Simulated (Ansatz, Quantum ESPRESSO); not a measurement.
# Mode couplings of N (P6_3/mmc) in a second program

Wanted: phonons, linewidths and couplings of N (P6_3/mmc) from a second program. The first relaxation steps of the session are not shown, so no cell shown is the starting entry, unless a step says so.

Program: Ansatz 0.2.0 and Quantum ESPRESSO 7.5. Level of theory: DFT LDA, scalar-relativistic, plane waves, PAW, in the first sound run; inputs show where later runs differ. Results are calculated unless marked as measured.

### 1. The cell after earlier relaxation steps

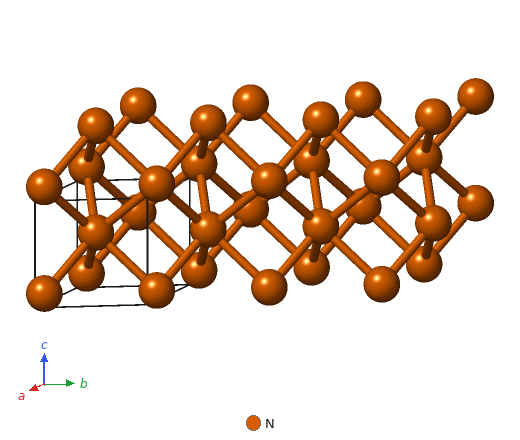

The cell as given, slightly off an axis (nitrogen orange). 2×4×2 cells are drawn.

As a file:

```
N
1.0
     2.51063    0.00000    0.00000
    -1.25531    2.17427    0.00000
     0.00000    0.00000    2.39887
N
2
Direct
  0.66667 0.33333 0.25000
  0.33333 0.66667 0.75000
```

### 2. Tight relaxation

Residual forces and stress shift phonon frequencies, so the cell is relaxed again, with tight thresholds and the mesh and smearing of this input. Earlier relaxation steps are not shown.

input.yaml reads:

```yaml
crystal:
  lattice:
    - [2.5106280495, 0.0, 0.0]
    - [-1.2553140247, 2.1742676703, 0.0]
    - [0.0, 0.0, 2.3988673337]
  atoms:
    - { symbol: "N", position: [0.6666666667, 0.3333333333, 0.25] }
    - { symbol: "N", position: [0.3333333333, 0.6666666667, 0.75] }
kpoints:
  mp_grid: { grid: [15, 15, 12] }
hamiltonian:
  xc: lda
scf:
  occupations: { method: methfessel_paxton, width: 0.2 }
output:
  forces: true
  stress: true
  eigenvalues: true
relax:
  adjacent_minimum: "off"
  f_tol: 0.001
  max_steps: 60
  cell: { stress_tol: 0.01 }
```

On the command line:

```sh
> ansatz run input.yaml --threads 4 --pin off --max-ram 8192MiB --backend cpu --events-out ev --progress --plain --runs-dir out
```

Numbers of over 12 decimals in the logs are rounded to 6 here.

The log of the run:

```text
[the first part of the log is left out]
  E_xc         = -116.155811
  E_vxc        = -148.252697  (∫ρ·V_xc dr)
  E_paw        = -231.836681  (= ΣΔE_a)
  E_vpaw       = -35.332066  (= ΣTr[D̂ρ^β])
  E_aug_tail   = 0.000131  (compensation charges beyond the density's cutoff)
  E_ewald      = -544.597222
  E_core_change = 0.160088  (= ΣΔE_core)
  E_smearing   = 0.000436  (= −TS)
  E_closure    = -0.000000  (closes the sum)
  Σ components = -740.845156   (vs F -740.845156, Δ=0.00e0)
--- Forces (eV/Å), atoms counted from 1 ---
  atom   1  N     -0.00000000    -0.00000000     0.00000000
  atom   2  N      0.00000000     0.00000000    -0.00000000
  max |Σ_I F_I| component: 1.85e-17 eV/Å
--- Stress (GPa, compression-positive) ---
       -0.003614      -0.000000       0.000000
       -0.000000      -0.003614       0.000000
        0.000000       0.000000      -0.005490
  P = ⅓ Tr σ = -0.0042 GPa (-0.042 kbar)
--- Band table (eV; the first three rows and the last of 189) ---
  k-point 0: bands = ["-11.8518", "5.4841", "5.7580", "7.8810", "7.8810", "13.2907", "13.2907", "16.7527", "24.8898"]
  k-point 1: bands = ["-11.7049", "3.6236", "7.3173", "7.9872", "7.9872", "13.2473", "13.2473", "16.5888", "25.4807"]
  k-point 2: bands = ["-11.2651", "1.4497", "8.2995", "8.2995", "8.6807", "13.1022", "13.1022", "16.1205", "27.1107"]
  k-point 188: bands = ["-1.7741", "-1.7741", "1.6347", "1.6347", "6.4353", "6.4353", "16.5957", "16.5957", "30.9524"]
--- Relaxed structure (4 steps of the walk, 4 accepted, 1 SCFs on fresh bases) ---
  F+E_penalty+E_count = -740.84515632 eV   max|allowed force component| = 2.498e-16 eV/Å   (the final SCF, on the basis selected at the relaxed cell)
  cell:  # Å, volume = 13.0908 Å³
    - [2.510499, -2.8865964657545255e-11, 0]
    - [-1.255249, 2.174156, 0]
    - [0, 0, 2.398374]
  atoms:
    - { symbol: N, position: [0.666667, 0.333333, 0.25] }
    - { symbol: N, position: [0.333333, 0.666667, 0.750000] }
```

Elapsed: 1.8 s, on 4 threads of Arm Neoverse V2, shared host; peak memory 0.28 GiB.

Little changed from the start: no atom moved by 0.005 Å and no cell edge by 0.1 %.

This step gave:

```yaml
pressure: -0.004239 GPa
volume_per_atom: 6.545 Å³
metallic_on_mesh: yes
gap_on_the_k_mesh: 0 eV
```

The largest force is now zero by symmetry and the largest stress component 0.0055 GPa.

### 3. Second program, ground state

ph.x needs a tightly converged ground state on the same k mesh; the cell is that of the step before.

This step: DFT LDA, scalar-relativistic, plane waves, GBRV ultrasoft pseudopotentials (Quantum ESPRESSO 7.5).

pw.in reads:

```
&control
   calculation = 'scf'
   prefix = 'x'
   outdir = './tmp'
   pseudo_dir = './pseudo'
   tprnfor = .true.
   tstress = .true.
/
&system
   ibrav = 4
   celldm(1) = 4.74415475
   celldm(3) = 0.95533759
   nat = 2
   ntyp = 1
   ecutwfc = 52.0
   ecutrho = 416.0
   occupations = 'smearing'
   smearing = 'gaussian'
   degauss = 0.01469973
   nbnd = 14
/
&electrons
   conv_thr = 1.0d-11
   mixing_beta = 0.5
/
ATOMIC_SPECIES
 N      14.0070  N.upf
ATOMIC_POSITIONS crystal
 N      0.666666667   0.333333333   0.250000000
 N      0.333333333   0.666666667   0.750000000
K_POINTS automatic
 10 10 8 0 0 0
```

On the command line:

```sh
> OMP_NUM_THREADS=1 mpirun -n 4 pw.x -nk 4 -in pw.in > pw.x.log
```

The log of the run:

```text
Program PWSCF v.7.5

     This program is part of the open-source Quantum ESPRESSO suite
     for quantum simulation of materials; please cite
         "P. Giannozzi et al., J. Phys.:Condens. Matter 21 395502 (2009);
         "P. Giannozzi et al., J. Phys.:Condens. Matter 29 465901 (2017);
         "P. Giannozzi et al., J. Chem. Phys. 152 154105 (2020);
     in publications or presentations arising from this work. More details at

     G-vector sticks info
     --------------------
     sticks:   dense  smooth     PW     G-vecs:    dense   smooth      PW
     Sum         649     313    109                12701     4437     863

     Using Slab Decomposition

     bravais-lattice index     =            4
     lattice parameter (alat)  =       4.7442  a.u.
     unit-cell volume          =      88.3414 (a.u.)^3
     number of atoms/cell      =            2
     number of atomic types    =            1
     number of electrons       =        10.00
     number of Kohn-Sham states=           14
     kinetic-energy cutoff     =      52.0000  Ry
     charge density cutoff     =     416.0000  Ry
     scf convergence threshold =      1.0E-11
     mixing beta               =       0.5000
     number of iterations used =            8  plain     mixing
     Exchange-correlation= SLA  PZ   NOGX NOGC
                           (   1   1   0   0   0   0   0)

     celldm(1)=   4.744155  celldm(2)=   0.000000  celldm(3)=   0.955338
     celldm(4)=   0.000000  celldm(5)=   0.000000  celldm(6)=   0.000000

     crystal axes: (cart. coord. in units of alat)
               a(1) = (   1.000000   0.000000   0.000000 )
               a(2) = (  -0.500000   0.866025   0.000000 )
               a(3) = (   0.000000   0.000000   0.955338 )

     reciprocal axes: (cart. coord. in units 2 pi/alat)
               b(1) = (  1.000000  0.577350 -0.000000 )
               b(2) = (  0.000000  1.154701  0.000000 )
               b(3) = (  0.000000 -0.000000  1.046750 )

     PseudoPot. # 1 for N  read from file:
     ./pseudo/N.upf
     Pseudo is Ultrasoft + core correction, Zval =  5.0
     Using radial grid of  729 points,  4 beta functions with:
                l(1) =   0
                l(2) =   0
                l(3) =   1
                l(4) =   1
     Q(r) pseudized with  8 coefficients,  rinner =    0.900   0.900   0.900

     atomic species   valence    mass     pseudopotential
     N                 5.00    14.00700     N ( 1.00)

     24 Sym. Ops., with inversion, found (12 have fractional translation)

   Cartesian axes

     site n.     atom                  positions (alat units)
         1        N      tau(   1) = (   0.5000000   0.2886751   0.2388344  )
         2        N      tau(   2) = (  -0.0000000   0.5773503   0.7165032  )

     number of k points=    70  Gaussian smearing, width (Ry)=  0.0147
                       cart. coord. in units 2pi/alat
        k(    1) = (   0.0000000   0.0000000   0.0000000), wk =   0.0025000
        k(    2) = (   0.0000000   0.0000000   0.1308438), wk =   0.0050000
        k(    3) = (   0.0000000   0.0000000   0.2616876), wk =   0.0050000
        k(    4) = (   0.0000000   0.0000000   0.3925314), wk =   0.0050000
        k(    5) = (   0.0000000   0.0000000  -0.5233752), wk =   0.0025000
        k(    6) = (   0.0000000   0.1154701   0.0000000), wk =   0.0150000
        k(    7) = (   0.0000000   0.1154701   0.1308438), wk =   0.0300000
        k(    8) = (   0.0000000   0.1154701   0.2616876), wk =   0.0300000
        k(    9) = (   0.0000000   0.1154701   0.3925314), wk =   0.0300000
        k(   10) = (   0.0000000   0.1154701  -0.5233752), wk =   0.0150000
        k(   11) = (   0.0000000   0.2309401   0.0000000), wk =   0.0150000
        k(   12) = (   0.0000000   0.2309401   0.1308438), wk =   0.0300000
        k(   13) = (   0.0000000   0.2309401   0.2616876), wk =   0.0300000
        k(   14) = (   0.0000000   0.2309401   0.3925314), wk =   0.0300000
        k(   15) = (   0.0000000   0.2309401  -0.5233752), wk =   0.0150000
        k(   16) = (   0.0000000   0.3464102   0.0000000), wk =   0.0150000
[...]
k(   63) = (   0.2000000   0.5773503   0.2616876), wk =   0.0300000
        k(   64) = (   0.2000000   0.5773503   0.3925314), wk =   0.0300000
        k(   65) = (   0.2000000   0.5773503  -0.5233752), wk =   0.0150000
        k(   66) = (   0.3000000   0.5196152   0.0000000), wk =   0.0150000
        k(   67) = (   0.3000000   0.5196152   0.1308438), wk =   0.0300000
        k(   68) = (   0.3000000   0.5196152   0.2616876), wk =   0.0300000
        k(   69) = (   0.3000000   0.5196152   0.3925314), wk =   0.0300000
        k(   70) = (   0.3000000   0.5196152  -0.5233752), wk =   0.0150000

     Dense  grid:    12701 G-vectors     FFT dimensions: (  32,  32,  30)

     Smooth grid:     4437 G-vectors     FFT dimensions: (  24,  24,  24)

     Check: negative core charge=   -0.000001

     Initial potential from superposition of free atoms

     starting charge      10.0000, renormalised to      10.0000
     Starting wfcs are    8 randomized atomic wfcs +    6 random wfcs

     per-process dynamical memory:    12.3 Mb

     Self-consistent Calculation

     iteration #  1     ecut=    52.00 Ry     beta= 0.50
     Davidson diagonalization with overlap
     ethr =  1.00E-02,  avg # of iterations =  5.0

     Threshold (ethr) on eigenvalues was too large:
     Diagonalizing with lowered threshold

     Davidson diagonalization with overlap
     ethr =  5.38E-05,  avg # of iterations =  2.8

     total energy              =     -39.80198465 Ry
     estimated scf accuracy    <       0.00532257 Ry

     iteration #  2     ecut=    52.00 Ry     beta= 0.50
     Davidson diagonalization with overlap
     ethr =  5.32E-05,  avg # of iterations =  1.0

     total energy              =     -39.80189590 Ry
     estimated scf accuracy    <       0.00109992 Ry

     iteration #  3     ecut=    52.00 Ry     beta= 0.50
     Davidson diagonalization with overlap
     ethr =  1.10E-05,  avg # of iterations =  1.1

     total energy              =     -39.80191841 Ry
     estimated scf accuracy    <       0.00001261 Ry

     iteration #  4     ecut=    52.00 Ry     beta= 0.50
     Davidson diagonalization with overlap
     ethr =  1.26E-07,  avg # of iterations =  1.3

     total energy              =     -39.80191917 Ry
     estimated scf accuracy    <       0.00000013 Ry

     iteration #  5     ecut=    52.00 Ry     beta= 0.50
     Davidson diagonalization with overlap
     ethr =  1.32E-09,  avg # of iterations =  2.0

     total energy              =     -39.80191920 Ry
     estimated scf accuracy    <          6.7E-09 Ry

     iteration #  6     ecut=    52.00 Ry     beta= 0.50
     Davidson diagonalization with overlap
     ethr =  6.70E-11,  avg # of iterations =  2.0

     total energy              =     -39.80191920 Ry
     estimated scf accuracy    <          2.9E-10 Ry

     iteration #  7     ecut=    52.00 Ry     beta= 0.50
     Davidson diagonalization with overlap
     ethr =  2.95E-12,  avg # of iterations =  1.7

     End of self-consistent calculation

          k = 0.0000 0.0000 0.0000 (   575 PWs)   bands (ev):

   -11.7959   5.5664   5.8010   7.9158   7.9158  13.3217  13.3217  16.8073
    24.9061  28.3438  35.8833  35.8833  46.4322  46.4323

          k = 0.0000 0.0000 0.1308 (   575 PWs)   bands (ev):

   -11.4660   2.6088   8.1017   8.1531   8.1531  13.2212  13.2212  16.4444
    26.2081  28.6403  34.9244  34.9244  43.5605  43.5605

          k = 0.0000 0.0000 0.2617 (   574 PWs)   bands (ev):

   -10.4816  -0.7134   8.8346   8.8346   9.8710  12.8530  12.8530  15.4775
    29.4037  29.5033  33.4651  33.4651  39.4875  39.4875

          k = 0.0000 0.0000 0.3925 (   556 PWs)   bands (ev):

    -8.8597  -3.8772   9.8584   9.8584  11.3397  12.1110  12.1110  14.1719
    30.8227  32.2449  32.9678  32.9678  36.1298  36.1298

          k = 0.0000 0.0000-0.5234 (   562 PWs)   bands (ev):

    -6.6358  -6.6358  11.0372  11.0372  11.0372  11.0372  12.7562  12.7562
    32.2149  32.2149  33.8762  33.8762  33.8762  33.8762

          k = 0.0000 0.1155 0.0000 (   573 PWs)   bands (ev):

   -11.5514   4.5267   5.9986   7.5293   8.2363  13.2496  13.7096  16.4923
    25.4857  28.1237  36.2628  36.4358  44.7285  45.9603

          k = 0.0000 0.1155 0.1308 (   566 PWs)   bands (ev):

   -11.2222   2.6207   6.2849   7.7784   9.4683  13.0742  13.5587  16.1863
    26.7396  28.2671  35.2811  35.8334  41.5177  43.9834

          k = 0.0000 0.1155 0.2617 (   568 PWs)   bands (ev):

   -10.2400  -0.5415   7.0321   8.4966  11.0497  12.4342  13.0513  15.4723
    28.6448  29.8646  33.8741  35.0420  37.8995  40.1241

          k = 0.0000 0.1155 0.3925 (   567 PWs)   bands (ev):

    -8.6226  -3.6643   8.1917   9.5911  11.1211  12.1259  12.4752  14.6158
    29.4173  32.0197  33.4978  35.1041  36.0774  36.8113

          k = 0.0000 0.1155-0.5234 (   562 PWs)   bands (ev):

    -6.4068  -6.4068   9.6367   9.6367  10.8868  10.8868  13.6163  13.6163
    30.7570  30.7570  34.5137  34.5137  35.8940  35.8940

          k = 0.0000 0.2309 0.0000 (   567 PWs)   bands (ev):

   -10.8260   2.3215   6.5747   6.7141   8.5559  13.1598  14.5051  15.6171
    26.3620  28.0955  37.4845  37.8689  41.5715  44.5205

          k = 0.0000 0.2309 0.1308 (   565 PWs)   bands (ev):

   -10.4991   2.0090   4.9241   6.9840  10.0854  12.7738  14.2301  15.5529
    26.9855  28.6991  36.4243  37.6561  39.2966  44.6904

          k = 0.0000 0.2309 0.2617 (   566 PWs)   bands (ev):

    -9.5243  -0.1165   4.6012   7.7702  10.8456  12.3253  13.3981  15.4520
    27.6160  31.1527  35.1630  35.6561  38.3941  41.8101

          k = 0.0000 0.2309 0.3925 (   561 PWs)   bands (ev):

    -7.9213  -3.0490   5.6943   8.9961   9.2296  12.0801  13.3576  15.1137
    28.3333  31.5422  35.0732  36.2779  38.6344  38.6737

          k = 0.0000 0.2309-0.5234 (   556 PWs)   bands (ev):

    -5.7325  -5.7325   7.3368   7.3368  10.5126  10.5126  14.3809  14.3809
    29.6679  29.6679  36.3115  36.3115  38.4011  38.4011

          k = 0.0000 0.3464 0.0000 (   564 PWs)   bands (ev):

    -9.6521  -0.2541   5.9242   7.4678   8.6300  13.2463  14.3701  15.2239
    25.4585  30.2318  39.0994  39.1050  39.6694  43.1358

          k = 0.0000 0.3464 0.1308 (   561 PWs)   bands (ev):

[...]
k = 0.0000 0.3464 0.2617 (   558 PWs)   bands (ev):

[...]
k = 0.0000 0.3464 0.3925 (   558 PWs)   bands (ev):

[...]
k = 0.0000 0.3464-0.5234 (   568 PWs)   bands (ev):

[...]
k = 0.0000 0.4619-0.5234 (   564 PWs)   bands (ev):

[...]
k = 0.0000-0.5774 0.0000 (   540 PWs)   bands (ev):

[...]
k = 0.0000-0.5774 0.1308 (   550 PWs)   bands (ev):

[...]
k = 0.0000-0.5774 0.2617 (   548 PWs)   bands (ev):

[...]
k = 0.0000-0.5774 0.3925 (   554 PWs)   bands (ev):

[...]
k = 0.0000-0.5774-0.5234 (   560 PWs)   bands (ev):

[...]
k = 0.1000 0.1732-0.5234 (   556 PWs)   bands (ev):

[...]
k = 0.1000 0.2887-0.5234 (   560 PWs)   bands (ev):

[...]
k = 0.1000 0.4041-0.5234 (   564 PWs)   bands (ev):

[...]
k = 0.1000 0.5196-0.5234 (   560 PWs)   bands (ev):

[...]
k = 0.2000 0.3464-0.5234 (   556 PWs)   bands (ev):

[...]
k = 0.2000 0.4619-0.5234 (   562 PWs)   bands (ev):

[...]
k = 0.2000 0.5774 0.0000 (   554 PWs)   bands (ev):

[...]
k = 0.2000 0.5774 0.1308 (   555 PWs)   bands (ev):

[...]
k = 0.2000 0.5774 0.2617 (   557 PWs)   bands (ev):

    -5.1523  -3.0561   3.3663   4.8453   6.6764  12.4554  14.2353  16.0652
[...]
k = 0.2000 0.5774 0.3925 (   561 PWs)   bands (ev):

    -3.7441  -1.9385   2.0016   3.8803   5.3056   9.8762  15.3683  16.4401
[...]
k = 0.2000 0.5774-0.5234 (   568 PWs)   bands (ev):

    -2.1238  -2.1238   1.7608   1.7608   7.3822   7.3822  16.1420  16.1420
[...]
k = 0.3000 0.5196 0.0000 (   558 PWs)   bands (ev):

    -5.9767  -4.2348   1.4227  10.0738  11.3864  11.9751  13.0007  15.2889
    26.7883  32.4410  34.1421  35.2650  45.0808  47.0881

          k = 0.3000 0.5196 0.1308 (   560 PWs)   bands (ev):

    -5.6770  -3.9513   1.7623   7.9649   9.3319  13.5460  14.3437  14.4769
    27.1059  33.4449  34.1241  36.1827  45.6515  46.0761

          k = 0.3000 0.5196 0.2617 (   558 PWs)   bands (ev):

    -4.7946  -3.1357   2.7667   5.0285   6.4733  12.0455  15.1075  15.8072
    27.9835  33.6093  36.1722  38.5701  44.0572  44.3569

          k = 0.3000 0.5196 0.3925 (   563 PWs)   bands (ev):

    -3.4073  -2.0101   2.4657   3.6727   4.5187   9.2902  16.0850  16.4688
    29.2871  32.4414  39.3735  41.2623  42.6415  43.3281

          k = 0.3000 0.5196-0.5234 (   566 PWs)   bands (ev):

    -1.9136  -1.9136   1.8287   1.8287   6.6623   6.6623  16.5404  16.5404
    30.8623  30.8623  41.4580  41.4580  42.8196  42.8196

     the Fermi energy is    10.5877 ev

!    total energy              =     -39.80191920 Ry
     estimated scf accuracy    <          4.3E-13 Ry
     smearing contrib. (-TS)   =      -0.00076054 Ry
     internal energy E=F+TS    =     -39.80115866 Ry

     The total energy is F=E-TS. E is the sum of the following terms:
     one-electron contribution =       6.62986473 Ry
     hartree contribution      =       3.73890576 Ry
     xc contribution           =     -10.14277158 Ry
     ewald contribution        =     -40.02715756 Ry

     convergence has been achieved in   7 iterations

     Forces acting on atoms (cartesian axes, Ry/au):

     atom    1 type  1   force =     0.00000000    0.00000000    0.00000000
     atom    2 type  1   force =     0.00000000   -0.00000000    0.00000000

     Total force =     0.000000     Total SCF correction =     0.000000

     Computing stress (Cartesian axis) and pressure

          total   stress  (Ry/bohr**3)                   (kbar)     P=      -15.87
  -0.00025299  -0.00000000   0.00000000          -37.22       -0.00        0.00
   0.00000000  -0.00025299   0.00000000            0.00      -37.22        0.00
   0.00000000   0.00000000   0.00018230            0.00        0.00       26.82

     Writing all to output data dir ./tmp/x.save/ :
     XML data file, charge density, pseudopotentials, collected wavefunctions

   JOB DONE.
```

It took 2 s on 4 MPI ranks; 7.8 s of CPU time.

Numbers from this step:

```yaml
pressure: -1.587 GPa
```

With these potentials, mesh and smearing the cell is at -1.6 GPa, so it is not at its own rest, or the cutoff leaves a Pulay stress.

[end of part 1 of 4]

[Logs are printed without paths, hosts, clocks, repeated set-up lines and the standing remarks that a program may print on its own settings, such as how far it seeks lower states.]

[Hosts, paths, dates, database ids (printed as entryN), source tags and the programs' standing remarks are cut or masked in the printed files.]
